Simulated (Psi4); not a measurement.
AlO: single-point calculation

- system: AlO (oxoaluminum), multiplicity 2, SMILES [O]=[Al]
- method: MP2/def2-TZVPP, UHF (Psi4 1.11)

The run did not end well. The geometry was optimised with PBE/def2-SVP.

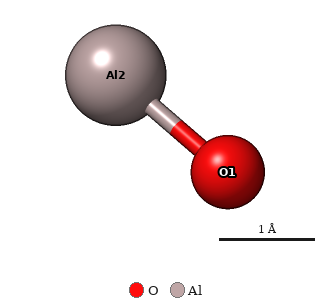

The structure as given in the input (ball-and-stick view, seen at an oblique angle; atoms are numbered from 1 in the order of the input). Sticks mark near contacts. Bond lengths as drawn: Al–O 1.65 Å.

**The input (calc.in)**
```
memory 1600 MB

molecule molecule1 {
  0 2
  O
  Al 1 1.646085
  units angstrom
}

set globals {
  basis                   def2-TZVPP
  reference               uhf
  num_frozen_docc         6
  soscf                   true
  soscf_start_convergence 0.001
  maxiter                 100
}

energy('mp2')
```

Run on 1 thread of Intel Xeon @ 2.50GHz (Skylake/Cascade Lake), 12 GiB of memory available, shared host.

Launched with:
```bash
psi4 calc.in calc.out -n 1
```

**What the program printed**
```
Psi4 1.11 release

    SCF Algorithm Type (re)set to DF.

   => Loading Basis Set <=

    Name: DEF2-TZVPP
    Role: ORBITAL
    Keyword: BASIS

         ---------------------------------------------------------
                                   SCF
                              UHF Reference
                        1 Threads,   1525 MiB Core
         ---------------------------------------------------------

  ==> Geometry <==

    Molecular point group: c2v
    Full point group: C_inf_v

    Geometry (in Angstrom), charge = 0, multiplicity = 2:

       Center              X                  Y                   Z               Mass
    ------------   -----------------  -----------------  -----------------  -----------------
         O            0.000000000000     0.000000000000    -1.033447448457    15.994914619570
         AL           0.000000000000     0.000000000000     0.612637551543    26.981538530000

  Running in c2v symmetry.

  Rotational constants: A = ************  B =      0.61955  C =      0.61955 [cm^-1]
  Rotational constants: A = ************  B =  18573.53713  C =  18573.53713 [MHz]
  Nuclear repulsion =   33.433528590370479

  Charge       = 0
  Multiplicity = 2
  Electrons    = 21
  Nalpha       = 11
  Nbeta        = 10

  ==> Algorithm <==

  SCF Algorithm Type is DF.
  DIIS enabled.
  MOM disabled.
  Fractional occupation disabled.
  Guess Type is SAD.
  Energy threshold   = 1.00e-08
  Density threshold  = 1.00e-08
  Integral threshold = 1.00e-12

  ==> Primary Basis <==

  Basis Set: DEF2-TZVPP
    Blend: DEF2-TZVPP
    Number of shells: 25
    Number of basis functions: 73
    Number of Cartesian functions: 84
    Spherical Harmonics?: true
    Max angular momentum: 3

   => Loading Basis Set <=

    Name: (DEF2-TZVPP AUX)
    Role: JKFIT
    Keyword: DF_BASIS_SCF

  ==> Integral Setup <==

  DFHelper Memory: AOs need 0.010 GiB; user supplied 1.118 GiB.
  SCF_SUBTYPE=INCORE selected. In-core MEM_DF algorithm will be used.
  Using in-core AOs.

  ==> MemDFJK: Density-Fitted J/K Matrices <==

    J tasked:                   Yes
    K tasked:                   Yes
    wK tasked:                   No
    Memory [MiB]:              1144
    Algorithm:                 Core
    Schwarz Cutoff:           1E-12
    Mask sparsity (%):       0.2252
    Fitting Condition:        1E-10

   => Auxiliary Basis Set <=

  Basis Set: (DEF2-TZVPP AUX)
    Blend: DEF2-UNIVERSAL-JKFIT
    Number of shells: 63
    Number of basis functions: 205
    Number of Cartesian functions: 248
    Spherical Harmonics?: true
    Max angular momentum: 4

  Minimum eigenvalue in the overlap matrix is 5.7802235205E-03.
  Reciprocal condition number of the overlap matrix is 1.3979516400E-03.
    Using symmetric orthogonalization.

  ==> Pre-Iterations <==

  SCF Guess: Superposition of Atomic Densities via on-the-fly atomic UHF (no occupation information).

   -------------------------
    Irrep   Nso     Nmo
   -------------------------
     A1        32      32
     A2         7       7
     B1        17      17
     B2        17      17
   -------------------------
    Total      73      73
   -------------------------

  ==> Iterations <==

                           Total Energy        Delta E     RMS |[F,P]|

   @DF-UHF iter SAD:  -315.73001301154153   -3.15730e+02   0.00000e+00
   @DF-UHF iter   1:  -316.48956842333598   -7.59555e-01   1.86887e-02 DIIS/ADIIS
   @DF-UHF iter   2:  -315.97589366996021    5.13675e-01   3.19051e-02 DIIS/ADIIS
   @DF-UHF iter   3:  -316.75898886584378   -7.83095e-01   1.63317e-03 DIIS/ADIIS
   @DF-UHF iter   4:  -316.76290693373664   -3.91807e-03   7.94785e-04 DIIS/ADIIS
   @DF-UHF iter   5:  -316.76443158664563   -1.52465e-03   4.10860e-04 SOSCF, nmicro=5
   @DF-UHF iter   6:  -315.14479503030469    1.61964e+00   3.45476e-02 SOSCF, nmicro=5
   @DF-UHF iter   7:  -313.81985565682726    1.32494e+00   5.62151e-02 DIIS/ADIIS
   @DF-UHF iter   8:  -316.76431341901900   -2.94446e+00   4.48385e-04 DIIS/ADIIS
   @DF-UHF iter   9:  -316.76518585787915   -8.72439e-04   3.09083e-04 SOSCF, nmicro=5
   @DF-UHF iter  10:  -315.29684018983346    1.46835e+00   3.15364e-02 SOSCF, nmicro=5
   @DF-UHF iter  11:  -314.15575780715136    1.14108e+00   5.21057e-02 DIIS/ADIIS
   @DF-UHF iter  12:  -316.76493158568218   -2.60917e+00   3.30572e-04 DIIS/ADIIS
   @DF-UHF iter  13:  -316.76597049819839   -1.03891e-03   3.17016e-04 SOSCF, nmicro=5
Did not take a SOSCF step, using normal convergence methods
   @DF-UHF iter  14:  -316.06082543552753    7.05145e-01   2.39240e-02 DIIS/ADIIS
   @DF-UHF iter  15:  -316.76571970485844   -7.04894e-01   3.71983e-04 DIIS/ADIIS
   @DF-UHF iter  16:  -316.76649737164234   -7.77667e-04   4.43054e-04 SOSCF, nmicro=5
Did not take a SOSCF step, using normal convergence methods
   @DF-UHF iter  17:  -315.58071467339181    1.18578e+00   3.15340e-02 DIIS/ADIIS
   @DF-UHF iter  18:  -316.76617093194272   -1.18546e+00   3.68002e-04 DIIS/ADIIS
   @DF-UHF iter  19:  -316.76775877315453   -1.58784e-03   4.78261e-04 SOSCF, nmicro=5
   @DF-UHF iter  20:  -315.95420985360437    8.13549e-01   2.75687e-02 SOSCF, nmicro=5
   @DF-UHF iter  21:  -315.14476979513586    8.09440e-01   3.42474e-02 DIIS/ADIIS
   @DF-UHF iter  22:  -316.76661975570698   -1.62185e+00   3.36921e-04 DIIS/ADIIS
   @DF-UHF iter  23:  -316.76840900766081   -1.78925e-03   4.56788e-04 SOSCF, nmicro=5
Did not take a SOSCF step, using normal convergence methods
   @DF-UHF iter  24:  -315.55155056822480    1.21686e+00   3.46493e-02 DIIS/ADIIS
   @DF-UHF iter  25:  -316.76745984152086   -1.21591e+00   3.70272e-04 DIIS/ADIIS
   @DF-UHF iter  26:  -316.76898132200813   -1.52148e-03   4.56927e-04 SOSCF, nmicro=5
Did not take a SOSCF step, using normal convergence methods
   @DF-UHF iter  27:  -315.52984226257502    1.23914e+00   3.54580e-02 DIIS/ADIIS
   @DF-UHF iter  28:  -316.76820582811411   -1.23836e+00   3.73731e-04 DIIS/ADIIS
   @DF-UHF iter  29:  -316.76944167201191   -1.23584e-03   4.77141e-04 SOSCF, nmicro=5
Did not take a SOSCF step, using normal convergence methods
   @DF-UHF iter  30:  -315.46797896119472    1.30146e+00   3.66764e-02 DIIS/ADIIS
   @DF-UHF iter  31:  -316.76856780453789   -1.30059e+00   3.34388e-04 DIIS/ADIIS
   @DF-UHF iter  32:  -316.77028741257482   -1.71961e-03   4.62881e-04 SOSCF, nmicro=5
Did not take a SOSCF step, using normal convergence methods
   @DF-UHF iter  33:  -315.36143451176207    1.40885e+00   3.84621e-02 DIIS/ADIIS
   @DF-UHF iter  34:  -316.76941411245798   -1.40798e+00   3.41125e-04 DIIS/ADIIS
   @DF-UHF iter  35:  -316.77036847909238   -9.54367e-04   4.08418e-04 SOSCF, nmicro=5
Did not take a SOSCF step, using normal convergence methods
   @DF-UHF iter  36:  -315.35813015244611    1.41224e+00   3.85156e-02 DIIS/ADIIS
   @DF-UHF iter  37:  -316.76963130976429   -1.41150e+00   3.46321e-04 DIIS/ADIIS
   @DF-UHF iter  38:  -316.76816662993986    1.46468e-03   4.12453e-04 SOSCF, nmicro=5
Did not take a SOSCF step, using normal convergence methods
   @DF-UHF iter  39:  -315.43841812388689    1.32975e+00   3.60265e-02 DIIS/ADIIS
   @DF-UHF iter  40:  -316.76889266441060   -1.33047e+00   3.46942e-04 DIIS/ADIIS
   @DF-UHF iter  41:  -316.76735413671713    1.53853e-03   4.45897e-04 SOSCF, nmicro=5
Did not take a SOSCF step, using normal convergence methods
   @DF-UHF iter  42:  -311.55191811101423    5.21544e+00   7.60349e-02 DIIS/ADIIS
   @DF-UHF iter  43:  -316.76911458535119   -5.21720e+00   3.21196e-04 DIIS/ADIIS
   @DF-UHF iter  44:  -316.76807953220680    1.03505e-03   4.48763e-04 SOSCF, nmicro=5
Did not take a SOSCF step, using normal convergence methods
   @DF-UHF iter  45:  -314.64367981689719    2.12440e+00   4.34048e-02 DIIS/ADIIS
   @DF-UHF iter  46:  -316.76605847957603   -2.12238e+00   4.66279e-04 DIIS/ADIIS
   @DF-UHF iter  47:  -316.76205032671027    4.00815e-03   1.14029e-03 SOSCF, nmicro=5
   @DF-UHF iter  48:  -316.76862919023068   -6.57886e-03   6.54399e-04 DIIS/ADIIS
   @DF-UHF iter  49:  -316.76190367513414    6.72552e-03   1.15612e-03 SOSCF, nmicro=5
   @DF-UHF iter  50:  -316.76841285195661   -6.50918e-03   6.38559e-04 DIIS/ADIIS
   @DF-UHF iter  51:  -316.76190221901993    6.51063e-03   1.15607e-03 SOSCF, nmicro=5
   @DF-UHF iter  52:  -316.76840981462203   -6.50760e-03   6.38611e-04 DIIS/ADIIS
   @DF-UHF iter  53:  -316.75838780893764    1.00220e-02   1.68211e-03 SOSCF, nmicro=5
   @DF-UHF iter  54:  -316.76514780662063   -6.76000e-03   4.69057e-04 DIIS/ADIIS
   @DF-UHF iter  55:  -316.74973542504813    1.54124e-02   2.82264e-03 SOSCF, nmicro=5
   @DF-UHF iter  56:  -316.76115679036690   -1.14214e-02   4.14761e-04 DIIS/ADIIS
   @DF-UHF iter  57:  -316.75591852391392    5.23827e-03   1.68399e-03 SOSCF, nmicro=5
   @DF-UHF iter  58:  -316.76244116370367   -6.52264e-03   5.00606e-04 DIIS/ADIIS
   @DF-UHF iter  59:  -316.76107605099412    1.36511e-03   7.23549e-04 SOSCF, nmicro=5
   @DF-UHF iter  60:  -316.76748522223431   -6.40917e-03   1.19836e-03 SOSCF, nmicro=5
   @DF-UHF iter  61:  -316.74326646095176    2.42188e-02   4.45765e-03 DIIS/ADIIS
   @DF-UHF iter  62:  -316.76344105934783   -2.01746e-02   6.00473e-04 DIIS/ADIIS
   @DF-UHF iter  63:  -316.76387261124984   -4.31552e-04   7.00253e-04 SOSCF, nmicro=5
   @DF-UHF iter  64:  -316.77178287130170   -7.91026e-03   1.57515e-03 SOSCF, nmicro=5
   @DF-UHF iter  65:  -316.77867466297459   -6.89179e-03   8.85599e-04 DIIS/ADIIS
   @DF-UHF iter  66:  -316.76361931851011    1.50553e-02   8.62853e-04 SOSCF, nmicro=5
   @DF-UHF iter  67:  -316.77161734987516   -7.99803e-03   1.05494e-03 SOSCF, nmicro=5
   @DF-UHF iter  68:  -316.75593757395853    1.56798e-02   3.30194e-03 DIIS/ADIIS
   @DF-UHF iter  69:  -316.76267428490075   -6.73671e-03   3.38605e-04 DIIS/ADIIS
   @DF-UHF iter  70:  -316.76425658177402   -1.58230e-03   3.34369e-04 SOSCF, nmicro=5
   @DF-UHF iter  71:  -316.73581299622015    2.84436e-02   4.70291e-03 SOSCF, nmicro=5
   @DF-UHF iter  72:  -316.77841952896210   -4.26065e-02   4.32623e-04 DIIS/ADIIS
   @DF-UHF iter  73:  -316.76607539573968    1.23441e-02   5.32186e-04 SOSCF, nmicro=5
   @DF-UHF iter  74:  -316.50442954216157    2.61646e-01   1.38400e-02 SOSCF, nmicro=5
   @DF-UHF iter  75:  -316.64081274463905   -1.36383e-01   8.88200e-03 DIIS/ADIIS
   @DF-UHF iter  76:  -316.76623758720160   -1.25425e-01   6.85204e-04 DIIS/ADIIS
   @DF-UHF iter  77:  -316.76833141488027   -2.09383e-03   5.36158e-04 SOSCF, nmicro=5
   @DF-UHF iter  78:  -316.71390755403803    5.44239e-02   4.98197e-03 SOSCF, nmicro=5
   @DF-UHF iter  79:  -316.75504752459835   -4.11400e-02   1.34178e-03 DIIS/ADIIS
   @DF-UHF iter  80:  -316.76807686014428   -1.30293e-02   6.23150e-04 DIIS/ADIIS
   @DF-UHF iter  81:  -316.76510090403372    2.97596e-03   4.53775e-04 SOSCF, nmicro=5
Did not take a SOSCF step, using normal convergence methods
   @DF-UHF iter  82:  -302.60508383912378    1.41600e+01   2.11079e-01 ADIIS
   @DF-UHF iter  83:  -316.75663955262837   -1.41516e+01   1.49980e-03 DIIS/ADIIS
   @DF-UHF iter  84:  -316.76737725127123   -1.07377e-02   9.46813e-04 DIIS/ADIIS
   @DF-UHF iter  85:  -316.76290210300590    4.47515e-03   1.41100e-03 SOSCF, nmicro=5
   @DF-UHF iter  86:  -316.74069945788375    2.22026e-02   3.06131e-03 DIIS/ADIIS
   @DF-UHF iter  87:  -316.76806786830650   -2.73684e-02   7.67683e-04 DIIS/ADIIS
   @DF-UHF iter  88:  -316.76649690149554    1.57097e-03   9.81240e-04 SOSCF, nmicro=5
   @DF-UHF iter  89:  -316.74497801819717    2.15189e-02   2.86838e-03 SOSCF, nmicro=5
   @DF-UHF iter  90:  -316.75863537867838   -1.36574e-02   6.16823e-04 DIIS/ADIIS
   @DF-UHF iter  91:  -316.76311847934664   -4.48310e-03   5.13027e-04 SOSCF, nmicro=5
   @DF-UHF iter  92:  -316.77045885735856   -7.34038e-03   1.67636e-03 SOSCF, nmicro=5
   @DF-UHF iter  93:  -316.77848037398445   -8.02152e-03   9.79709e-04 DIIS/ADIIS
   @DF-UHF iter  94:  -316.76502698281314    1.34534e-02   3.09144e-04 SOSCF, nmicro=5
   @DF-UHF iter  95:  -315.94376251286440    8.21264e-01   1.64469e-02 SOSCF, nmicro=5
   @DF-UHF iter  96:  -316.39860649363641   -4.54844e-01   9.90214e-03 DIIS/ADIIS
   @DF-UHF iter  97:  -316.77067315062891   -3.72067e-01   3.63640e-04 DIIS/ADIIS
   @DF-UHF iter  98:  -316.76574200664203    4.93114e-03   3.93817e-04 SOSCF, nmicro=5
Did not take a SOSCF step, using normal convergence methods
   @DF-UHF iter  99:  -316.27047550606790    4.95267e-01   1.98646e-02 DIIS/ADIIS
   @DF-UHF iter 100:  -316.77233608646088   -5.01861e-01   4.65124e-04 DIIS/ADIIS

PsiException: Could not converge SCF iterations in 100 iterations.

  Failed to converge.

psi4.driver.p4util.exceptions.SCFConvergenceError: Could not converge SCF iterations in 100 iterations.

Printing out the relevant lines from the Psithon --> Python processed input file:
    core.set_global_option("REFERENCE", "uhf")
    core.set_global_option("NUM_FROZEN_DOCC", 6)
    core.set_global_option("SOSCF", "true")
    core.set_global_option("SOSCF_START_CONVERGENCE", 0.001)
    core.set_global_option("MAXITER", 100)
--> energy('mp2')

!-------------------------------------------------------!
!                                                       !
!  Could not converge SCF iterations in 100 iterations. !
!                                                       !
!-------------------------------------------------------!

    Psi4 run time: 0:00:06.40
```

**Outcome**

| quantity | value |
| --- | --- |
| outcome | not converged |
| wall time | 8.1 s |
| peak memory | 0.2 GiB |

**Diagnosis**

The run did not converge: “Could not converge SCF iterations in 100 iterations.” Its last values are not results.
